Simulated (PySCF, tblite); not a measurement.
# C₄H₂F₃N₃: vibronic structure

Aim: compute the vibronic structure of C₄H₂F₃N₃ (`FC(F)(F)c1ncncn1`).

Programs: tblite 0.8.0 and PySCF 2.14.0, with routines of our own; each step states its level. All values are computed. Atoms count from 0.

## Step 1: The starting structure

12 atoms, charge 0, multiplicity 1; geometry from: force field or distance geometry start.

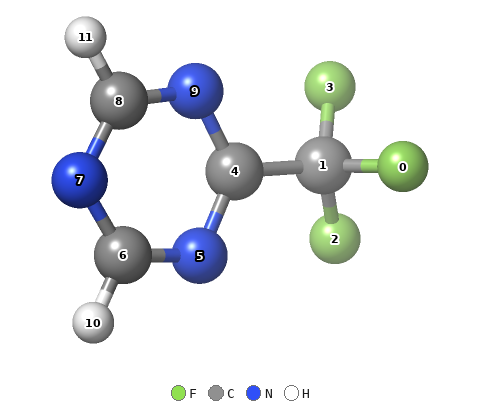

The starting geometry (fluorine green, carbon grey, nitrogen blue, hydrogen white).

## Step 2: Geometry optimisation with GFN2-xTB

The job: settings as JSON, then the geometry in Å.

```
{"job": {"kind": "relax", "xc": "GFN2-xTB", "basis": "xTB"}, "charge": 0, "multiplicity": 1}
F      2.487500     0.441900     1.180100
C      1.954200     0.140900    -0.054900
F      2.596300    -1.019700    -0.426100
F      2.428600     1.106800    -0.903300
C      0.429200     0.023600    -0.024200
N     -0.127000    -1.172000     0.246400
C     -1.452200    -1.190600     0.266700
N     -2.248400    -0.152200     0.054000
C     -1.610000     0.976000    -0.206600
N     -0.298400     1.137300    -0.254800
H     -1.929600    -2.147000     0.487100
H     -2.228800     1.854300    -0.390300
```

Command:

```bash
OMP_NUM_THREADS=1 python excited_run.py task.json out
```

One launch serves the whole session: the jobs run in the order shown.

What it wrote:

```text
step      E/eV     max force
  0    -885.16843    1.595
  1    -885.28008    0.547
  2    -885.29870    0.568
  3    -885.31308    0.446
  4    -885.33434    0.396
  5    -885.34310    0.274
  6    -885.34942    0.144
  7    -885.35062    0.093
  8    -885.35124    0.061
  9    -885.35147    0.042
 10    -885.35162    0.035
 11    -885.35175    0.035
 12    -885.35182    0.017
 13    -885.35184    0.012
 14    -885.35186    0.009
```

Wall time 0.08 s (1 thread of Arm Neoverse V1, shared host).

Relaxation path:

| step | energy from step 0 (eV) | largest force (eV/Å) |
| --- | --- | --- |
| 0 | 0.0000 | 1.5950 |
| 1 | -0.1117 | 0.5467 |
| 2 | -0.1303 | 0.5683 |
| 3 | -0.1447 | 0.4460 |
| 4 | -0.1659 | 0.3963 |
| 5 | -0.1747 | 0.2738 |
| 6 | -0.1810 | 0.1439 |
| 7 | -0.1822 | 0.0935 |
| 8 | -0.1828 | 0.0611 |
| 9 | -0.1830 | 0.0422 |
| 10 | -0.1832 | 0.0349 |
| 11 | -0.1833 | 0.0349 |
| 12 | -0.1834 | 0.0170 |
| 13 | -0.1834 | 0.0119 |
| 14 | -0.1834 | 0.0093 |

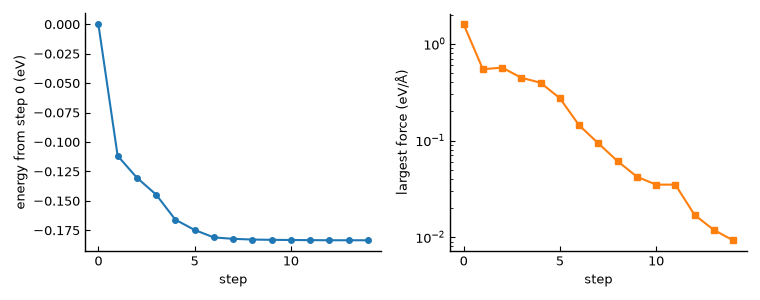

Energy and force, step by step.

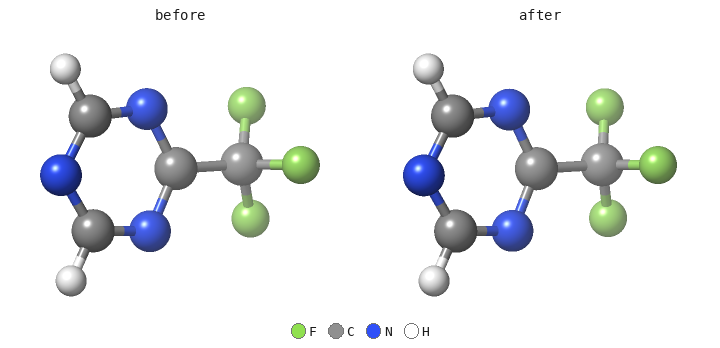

Before and after, at one scale.

Distances of close pairs at the start and the end, largest changes first:

| bond | before (Å) | after (Å) | change (Å) |
| --- | --- | --- | --- |
| C1–F2 | 1.377 | 1.333 | -0.044 |
| F0–C1 | 1.378 | 1.341 | -0.038 |
| C1–F3 | 1.370 | 1.333 | -0.037 |
| C4–N9 | 1.350 | 1.320 | -0.030 |
| C4–N5 | 1.346 | 1.320 | -0.026 |
| C1–C4 | 1.530 | 1.520 | -0.010 |
| C6–H10 | 1.091 | 1.082 | -0.010 |
| C8–H11 | 1.090 | 1.082 | -0.008 |

The final coordinates are the input of the step that follows.

## Step 3: Harmonic vibrations with GFN2-xTB

The job: settings as JSON, then the geometry in Å.

```
{"job": {"kind": "ir", "xc": "GFN2-xTB", "basis": "xTB"}, "charge": 0, "multiplicity": 1}
F      2.407976     0.438649     1.165128
C      1.934649     0.134169    -0.051781
F      2.513425    -1.007489    -0.424882
F      2.353758     1.085249    -0.887071
C      0.419097     0.025139    -0.026000
N     -0.094505    -1.160350     0.244883
C     -1.417919    -1.192421     0.269728
N     -2.202511    -0.153662     0.049303
C     -1.579873     0.982349    -0.205700
N     -0.265201     1.130566    -0.254774
H     -1.884816    -2.144162     0.485916
H     -2.182881     1.861278    -0.390776
```

What it wrote:

```text
mode    cm-1     km/mol
  1       8.5      0.02
  2      97.7      0.84
  3     148.7      0.71
  4     244.8      0.27
  5     269.5      0.01
  6     322.3      3.90
  7     368.6      1.61
  8     438.8      4.64
  9     521.4      9.18
 10     555.5     13.16
 11     632.5     69.93
 12     658.0     26.94
 13     768.8     14.22
 14     788.2     40.76
 15     872.0      0.16
 16     940.1      0.00
 17    1048.9     56.25
 18    1067.5    244.79
 19    1097.8    118.30
 20    1105.1    267.30
 21    1149.3      2.88
 22    1181.2      0.00
 23    1208.6      0.20
 24    1262.5    101.24
 25    1345.9      8.06
 26    1393.3      0.55
 27    1541.9    207.43
 28    1563.8    187.30
 29    3069.6      2.00
 30    3070.3      1.89
```

It took 0.32 s on 1 thread of Arm Neoverse V1, shared host.

Which atoms move in the most intense modes:

| cm⁻¹ | km/mol | atoms |
| --- | --- | --- |
| 632 | 69.9 | F2 16 %, F3 16 %, F0 16 %, C1 15 % |
| 1049 | 56.2 | N5 19 %, N9 19 %, N7 18 %, C1 16 % |
| 1068 | 244.8 | C1 62 %, F0 16 % |
| 1098 | 118.3 | C1 37 %, N5 11 %, N9 11 % |
| 1105 | 267.3 | C1 75 %, F2 13 %, F3 11 % |
| 1262 | 101.2 | C1 25 %, C4 25 %, H11 13 %, H10 13 % |
| 1542 | 207.4 | C8 29 %, C6 29 %, N9 14 %, N5 14 % |
| 1564 | 187.3 | C4 40 %, N7 18 %, C8 10 %, C6 10 % |

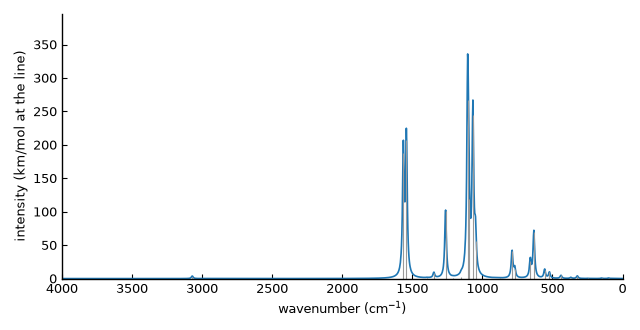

The infrared spectrum from these modes, unscaled. Lines are broadened to a width of 14 cm⁻¹ (Lorentzian).

## Step 4: Vibronic structure: TDDFT PBE/def2-SVP

Settings changed since step 3:

```diff
@@ -1,2 +1,2 @@
-{"job": {"kind": "ir", "xc": "GFN2-xTB", "basis": "xTB"}, "charge": 0, "multiplicity": 1}
+{"job": {"kind": "vib", "xc": "PBE", "basis": "def2-SVP", "tda": false}, "charge": 0, "multiplicity": 1}
 F      2.407976     0.438649     1.165128
```

With the program's defaults for keys left out, this is: TDDFT PBE/def2-SVP vertical-gradient vibronic structure (displaced harmonic oscillators, Condon), gas phase.

What it wrote:

```text
final grid: 56928 points
cycle   1  E = -616.1281843530  dE =  1.839e+00  |g| = 9.870e-01  |ddm| = 4.243e+00
cycle   2  E = -615.5866888267  dE =  5.415e-01  |g| = 2.021e+00  |ddm| = 2.498e+00
cycle   3  E = -616.2960862775  dE = -7.094e-01  |g| = 1.517e-01  |ddm| = 1.681e+00
cycle   4  E = -616.2968783893  dE = -7.921e-04  |g| = 1.402e-01  |ddm| = 2.746e-01
cycle   5  E = -616.3018677171  dE = -4.989e-03  |g| = 3.190e-02  |ddm| = 1.461e-01
cycle   6  E = -616.3020639269  dE = -1.962e-04  |g| = 1.315e-02  |ddm| = 3.331e-02
cycle   7  E = -616.3020996427  dE = -3.572e-05  |g| = 1.250e-03  |ddm| = 1.132e-02
cycle   8  E = -616.3020999381  dE = -2.954e-07  |g| = 5.525e-04  |ddm| = 1.571e-03
cycle   9  E = -616.3020999926  dE = -5.447e-08  |g| = 1.968e-04  |ddm| = 5.427e-04
cycle  10  E = -616.3021000004  dE = -7.823e-09  |g| = 3.273e-05  |ddm| = 1.939e-04
cycle  11  E = -616.3021000006  dE = -2.087e-10  |g| = 1.362e-05  |ddm| = 4.706e-05
converged SCF energy = -616.3021000006

Singlet excitations (eV, f): 3.658 (0.0000)  3.793 (0.0023)  3.852 (0.0000)  3.973 (0.0071)  6.050 (0.0000)  6.233 (0.0015)

State S1  3.6584 eV  f = 0.00000  H-1->L 0.80, H->L+1 0.20
  relaxed dipole 1.886 D, largest gradient of the excitation energy 0.1054 Eh/bohr
  mode    cm-1        S   lambda/meV  Raman
   27   1541.9    0.4724      90.3   1.000
   17   1048.9    0.6596      85.8   0.646
   24   1262.5    0.4361      68.3   0.619
   26   1393.3    0.3922      67.7   0.678
    6    322.3    1.4281      57.1   0.132
   11    632.5    0.3550      27.8   0.126
   21   1149.3    0.1803      25.7   0.212
   18   1067.5    0.1108      14.7   0.112
    4    244.8    0.3902      11.8   0.021
   13    768.8    0.0583       5.6   0.031
    8    438.8    0.0410       2.2   0.007
   14    788.2    0.0131       1.3   0.007
  reorganisation energy 0.4595 eV, total S 4.552, 0-0 3.1988 eV
  absorption maximum 3.587 eV, width 0.590 eV

State T1  3.3000 eV  f = 0.00000  H->L 0.89, H-1->L+1 0.11
  relaxed dipole 3.872 D, largest gradient of the excitation energy 0.0627 Eh/bohr
  mode    cm-1        S   lambda/meV  Raman
   17   1048.9    0.6752      87.8   0.839
   13    768.8    0.8079      77.0   0.539
   27   1541.9    0.3726      71.2   1.000
   24   1262.5    0.2687      42.1   0.484
   26   1393.3    0.2057      35.5   0.451
   11    632.5    0.4511      35.4   0.204
   21   1149.3    0.2022      28.8   0.302
   18   1067.5    0.1036      13.7   0.133
   14    788.2    0.0396       3.9   0.028
    4    244.8    0.1137       3.5   0.008
    8    438.8    0.0318       1.7   0.007
  reorganisation energy 0.4044 eV, total S 3.314, 0-0 2.8956 eV
  absorption maximum 3.258 eV, width 0.580 eV
```

Run time: 33 s. Hardware: 1 thread of Arm Neoverse V1, shared host; peak memory 0.67 GiB.

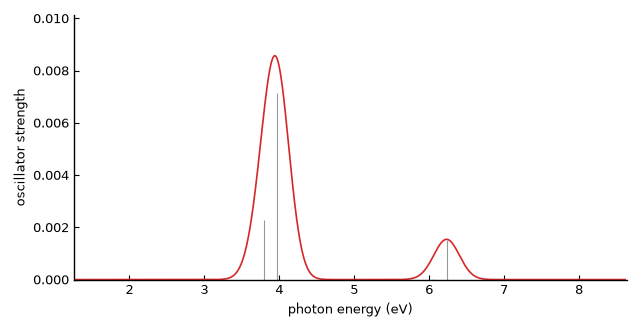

Absorption lines of the singlets. Lines are broadened to a width of 0.40 eV (Gaussian).

Orbitals, density, ELF and potential are computed afterwards from the orbital file.

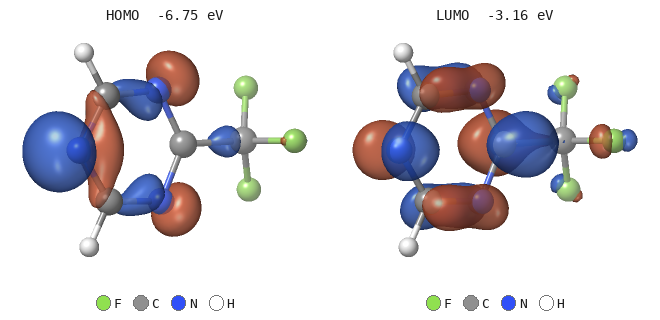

PBE/def2-SVP orbitals near the gap, drawn at the value that encloses 70 % of each; the two colours are the two signs.

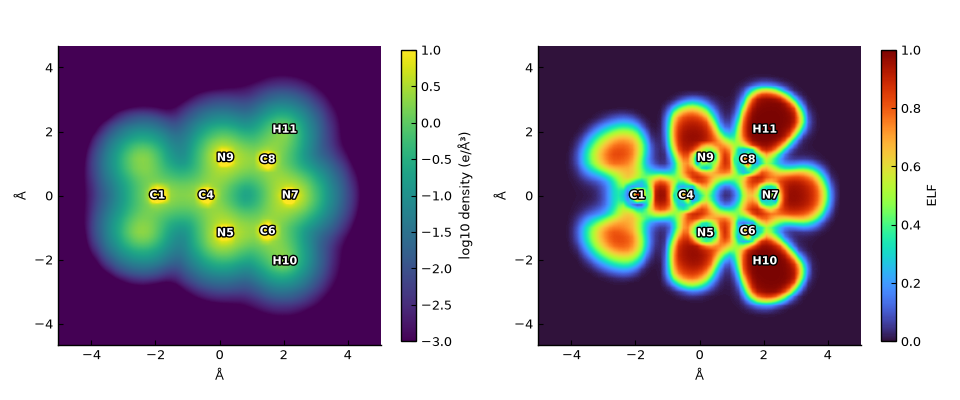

Density (left) and ELF (right) in a plane through or near 9 of the atoms.

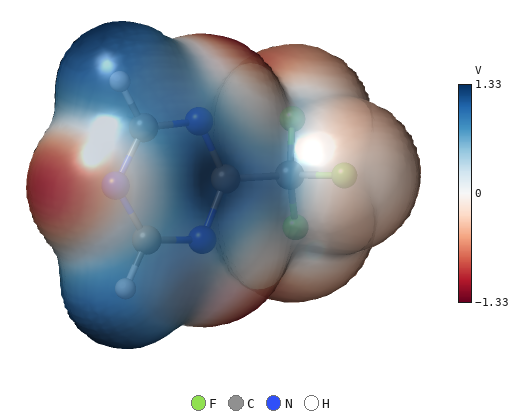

Electrostatic potential on the surface of density 0.002 e/bohr³; red is low, blue high. It runs, from the 1st to the 99th percentile, from -1.08 V near N9 to 1.33 V near C4.

## Step 5: Vibronic structure: TDDFT B3LYP/def2-SVP

Settings changed since step 4:

```diff
@@ -1,2 +1,2 @@
-{"job": {"kind": "vib", "xc": "PBE", "basis": "def2-SVP", "tda": false}, "charge": 0, "multiplicity": 1}
+{"job": {"kind": "vib", "xc": "B3LYP", "basis": "def2-SVP", "tda": false, "nbright": 1}, "charge": 0, "multiplicity": 1}
 F      2.407976     0.438649     1.165128
```

With the program's defaults for keys left out, this is: TDDFT B3LYP/def2-SVP vertical-gradient vibronic structure (displaced harmonic oscillators, Condon), gas phase.

What it wrote:

```text
final grid: 56928 points
cycle   1  E = -616.7350094760  dE =  2.039e+00  |g| = 1.044e+00  |ddm| = 4.159e+00
cycle   2  E = -616.4273348049  dE =  3.077e-01  |g| = 1.713e+00  |ddm| = 2.169e+00
cycle   3  E = -616.9313075799  dE = -5.040e-01  |g| = 1.020e-01  |ddm| = 1.336e+00
cycle   4  E = -616.9317608771  dE = -4.533e-04  |g| = 9.155e-02  |ddm| = 1.813e-01
cycle   5  E = -616.9338783468  dE = -2.117e-03  |g| = 1.715e-02  |ddm| = 9.128e-02
cycle   6  E = -616.9339309632  dE = -5.262e-05  |g| = 6.680e-03  |ddm| = 1.728e-02
cycle   7  E = -616.9339402897  dE = -9.327e-06  |g| = 5.121e-04  |ddm| = 5.570e-03
cycle   8  E = -616.9339403426  dE = -5.290e-08  |g| = 2.673e-04  |ddm| = 7.477e-04
cycle   9  E = -616.9339403556  dE = -1.300e-08  |g| = 8.857e-05  |ddm| = 2.667e-04
cycle  10  E = -616.9339403571  dE = -1.505e-09  |g| = 2.626e-05  |ddm| = 9.511e-05
cycle  11  E = -616.9339403572  dE = -1.307e-10  |g| = 3.712e-06  |ddm| = 2.092e-05
converged SCF energy = -616.9339403572

Singlet excitations (eV, f): 4.321 (0.0000)  4.381 (0.0069)  4.483 (0.0000)  4.541 (0.0054)  6.314 (0.0006)  7.108 (0.0041)

State S1  4.3211 eV  f = 0.00000  H-1->L 0.96
  relaxed dipole 2.148 D, largest gradient of the excitation energy 0.1390 Eh/bohr
  mode    cm-1        S   lambda/meV  Raman
   27   1541.9    1.3415     256.5   1.000
   26   1393.3    0.8144     140.7   0.496
    6    322.3    2.7386     109.4   0.089
   17   1048.9    0.6133      79.8   0.212
   24   1262.5    0.4710      73.7   0.235
   11    632.5    0.8836      69.3   0.111
   13    768.8    0.3080      29.4   0.057
   21   1149.3    0.1659      23.6   0.069
   18   1067.5    0.1259      16.7   0.045
    4    244.8    0.4677      14.2   0.009
    8    438.8    0.0801       4.4   0.005
   14    788.2    0.0159       1.6   0.003
  reorganisation energy 0.8215 eV, total S 8.135, 0-0 3.4996 eV
  absorption maximum 4.270 eV, width 0.816 eV

State T1  3.7783 eV  f = 0.00000  H->L 0.77, H-1->L+1 0.21
  relaxed dipole 3.738 D, largest gradient of the excitation energy 0.0635 Eh/bohr
  mode    cm-1        S   lambda/meV  Raman
   17   1048.9    0.7734     100.6   1.000
   13    768.8    0.6197      59.1   0.431
   24   1262.5    0.3412      53.4   0.639
   27   1541.9    0.2348      44.9   0.656
   21   1149.3    0.2579      36.7   0.400
   26   1393.3    0.1489      25.7   0.340
   11    632.5    0.2659      20.9   0.125
   18   1067.5    0.0983      13.0   0.132
    4    244.8    0.1215       3.7   0.009
   14    788.2    0.0336       3.3   0.025
   19   1097.8    0.0149       2.0   0.021
    8    438.8    0.0260       1.4   0.006
  reorganisation energy 0.3686 eV, total S 2.993, 0-0 3.4098 eV
  absorption maximum 3.684 eV, width 0.594 eV
```

Wall time 28 s (1 thread of Arm Neoverse V1, shared host); peak memory 0.91 GiB.

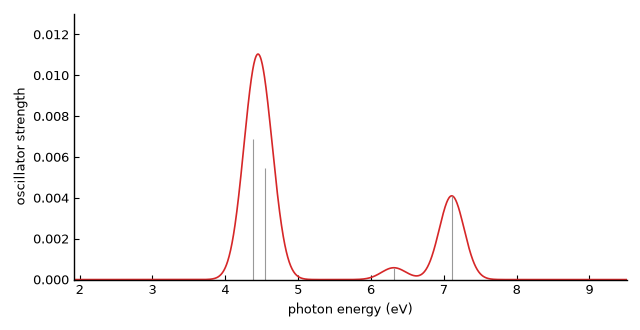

Absorption lines of the singlets. Lines are broadened to a width of 0.40 eV (Gaussian).

## Step 6: Outcome

```
                                                                                      quantity                     value
                                                     strongest single infrared mode (GFN2-xTB)     1105 cm⁻¹, 267 km/mol
                                                                  zero-point energy (GFN2-xTB)             41.1 kcal/mol
  S1: vertical, reorganisation, 0-0, total S (step 4, TDDFT PBE/def2-SVP, modes from GFN2-xTB)  3.66, 0.46, 3.20 eV; 4.6
    T1: vertical, reorganisation, 0-0, total S (step 4, TDA PBE/def2-SVP, modes from GFN2-xTB)  3.30, 0.40, 2.90 eV; 3.3
                                                         surface potential, 1st and 99th percentile        -1.08 V and 1.33 V
S1: vertical, reorganisation, 0-0, total S (step 5, TDDFT B3LYP/def2-SVP, modes from GFN2-xTB)  4.32, 0.82, 3.50 eV; 8.1
  T1: vertical, reorganisation, 0-0, total S (step 5, TDA B3LYP/def2-SVP, modes from GFN2-xTB)  3.78, 0.37, 3.41 eV; 3.0
```

What this shows: No mode is imaginary among the 30: a minimum at this level. The strongest single mode, at 1105 cm⁻¹, moves mainly C1. Unscaled tight-binding wavenumbers are off by several per cent, some by more. Its intensities can rank the bands wrongly. The vibronic model keeps the ground-state modes (from xTB) and shifts them along the gradient alone, so it can miss much of the relaxation that a full optimisation finds. At PBE/def2-SVP, counted by nearest atom on the grid, the HOMO lies on N7 55 %; N5, N9 about 14 % each, the LUMO on C4 31 %; N7 23 %.
